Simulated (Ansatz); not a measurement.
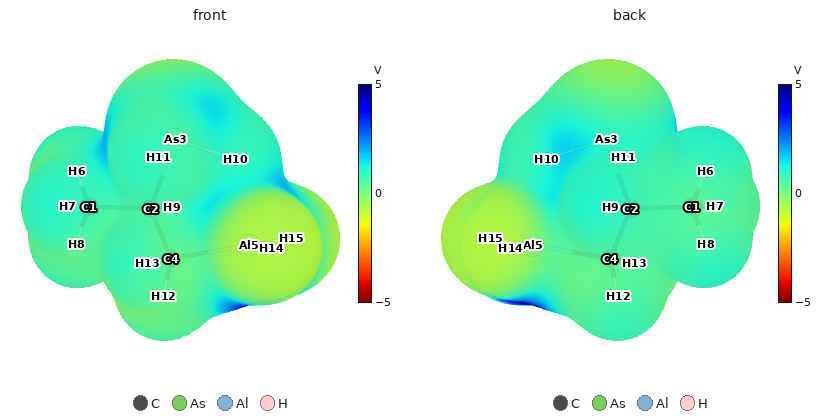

*C3H10AlAs (SMILES CC([AsH2])[CH2][AlH2]). The molecular electrostatic potential painted on the density surface at 0.004 e/bohr³, seen from the front and from behind; the colour scale runs from red (negative) to blue (positive).*

Method: RKS PBE0-D4/def2-SVP (Ansatz 0.2.0).

The calculation's input:

```
crystal:
  periodic: [false, false, false]
  atoms:
    - { symbol: C, position_ang: [-1.3823, 0.2898, 1.38] }
    - { symbol: C, position_ang: [-0.327, 0.5148, 0.3298] }
    - { symbol: As, position_ang: [1.3245, 0.9962, 1.268] }
    - { symbol: C, position_ang: [-0.0939, -0.7439, -0.5255] }
    - { symbol: Al, position_ang: [0.7875, -0.4559, -2.2804] }
    - { symbol: H, position_ang: [-1.5357, 1.2737, 1.9755] }
    - { symbol: H, position_ang: [-1.1671, -0.5133, 2.047] }
    - { symbol: H, position_ang: [-2.3636, 0.1564, 0.8592] }
    - { symbol: H, position_ang: [-0.6025, 1.3878, -0.2813] }
    - { symbol: H, position_ang: [2.2822, 0.7961, 0.0626] }
    - { symbol: H, position_ang: [1.5812, -0.4612, 1.8229] }
    - { symbol: H, position_ang: [-1.1491, -1.1348, -0.7932] }
    - { symbol: H, position_ang: [0.3086, -1.5208, 0.0343] }
    - { symbol: H, position_ang: [2.1096, -1.228, -2.563] }
    - { symbol: H, position_ang: [0.2057, 0.5924, -3.3067] }
basis:
  gaussian: { orbitals: def2-SVP }
hamiltonian:
  xc: pbe0
  dispersion: d4
relax:
  f_tol: 0.015
  max_steps: 40
output:
  orbitals: {}
```

Launched as:

```sh
ansatz run input.yaml --threads 2 --pin off --max-ram 3072MiB --backend cpu --events-out ev --progress --plain --runs-dir out
```

The fields are those of the relaxed geometry.

**Where is the surface potential most negative and most positive?**

The most negative region (about −0.7 V, or −16 kcal/mol for a unit charge) lies over H14 and H15, the most positive (about +4.5 V, or +104 kcal/mol for a unit charge) over Al5.
